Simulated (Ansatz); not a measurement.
## Electronic structure of PN in real space

Input

```
crystal:
  lattice:
    - [0.0, 2.1567586826, 2.1567586826]
    - [2.1567586826, 0.0, 2.1567586826]
    - [2.1567586826, 2.1567586826, 0.0]
  atoms:
    - { symbol: P, position: [0.0, 0.0, 0.0] }
    - { symbol: "N", position: [0.5, 0.5, 0.5] }
basis:
  ecutwfc: 420
kpoints:
  mp_grid: { grid: [12, 12, 12] }
hamiltonian:
  xc: pbe
  dispersion: d3bj
scf:
  occupations: { method: gaussian, width: 0.02 }
output:
  forces: true
  stress: true
  eigenvalues: true
  write_density: true
  write_potential: true
  elf: true
  volumetric_format: npy
relax:
  adjacent_minimum: "off"
  f_tol: 0.01
  max_steps: 80
  cell: { stress_tol: 0.05 }
```

Command:

```sh
ansatz run input.yaml --threads 1 --pin off --max-ram 2560MiB --backend cpu --events-out ev --progress --plain --runs-dir out
```

Below, planes, directions and counts refer to the conventional cell (a = 4.31 Å, b = 4.31 Å, c = 4.31 Å, α = 90.00°, β = 90.00°, γ = 90.00°).

Space group Fm-3m; a structure generated by program, which may or may not match a known phase.

All numbers below come from Ansatz, DFT PBE+D3(BJ), scalar-relativistic, plane waves, PAW.

The density is the valence pseudo-density of a PAW calculation; it isn't the true density close to the nuclei.

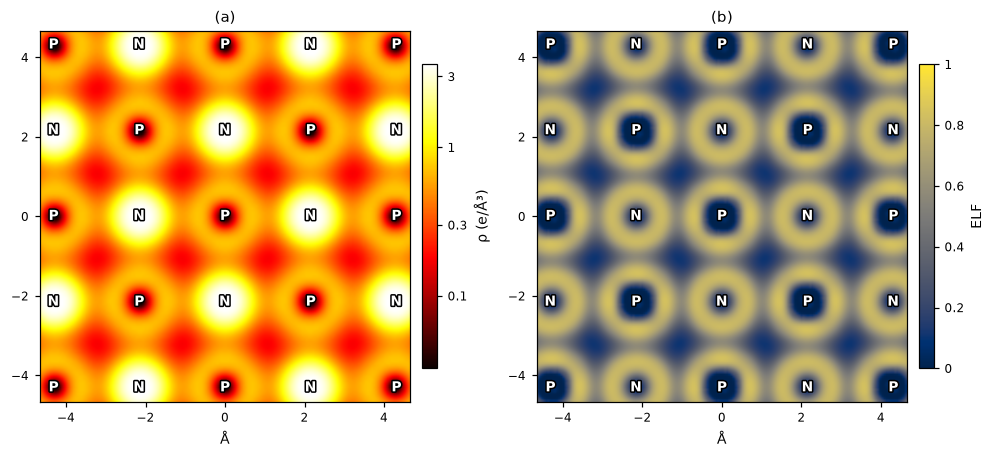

Figure 1. (a) valence charge density (pseudo); (b) ELF on the (010) plane of the conventional cell.

### What does the map show?

The section cuts through P and N sites. P–N (2.16 Å): ρ at the midpoint is about 0.57 e/Å³; the ELF peaks at about 0.85 in the valence shell of P, 0.7 Å from its nucleus, and drops to about 0.60 between the two atoms. Between the atoms the lowest density in this plane is 0.18 e/Å³.

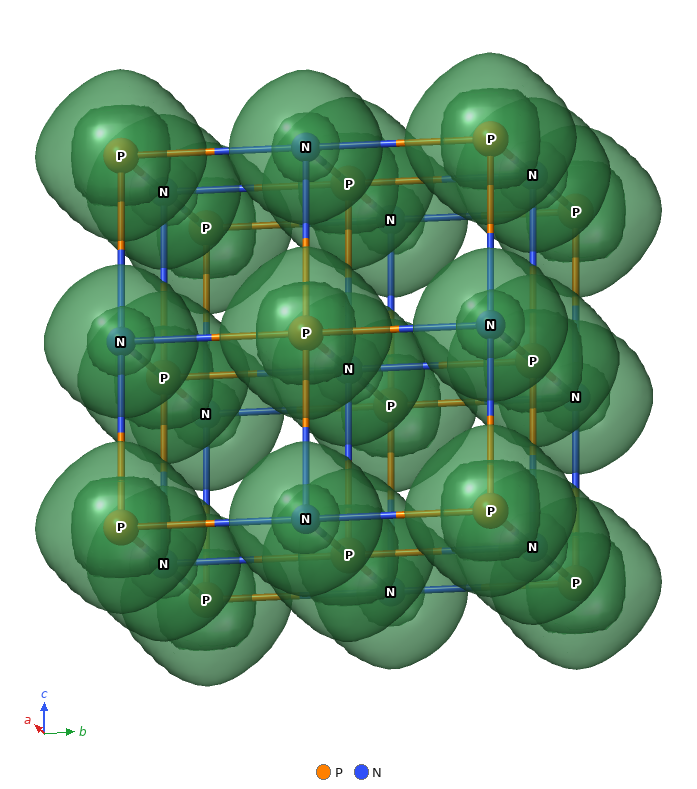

Figure 2. Isosurface of the electron localisation function at 0.65 (green), seen at an oblique angle. Only the valence region is drawn (cores and ρ < 0.01 e/Å³ removed). Sticks mark near contacts.

### Where are the electrons localised?

At this value the surface marks out four regions wrapped around N (the valence shell of each) and four regions wrapped around P (the valence shell of each), counted in one cell of 8 atoms. Regions shared between cells count once.
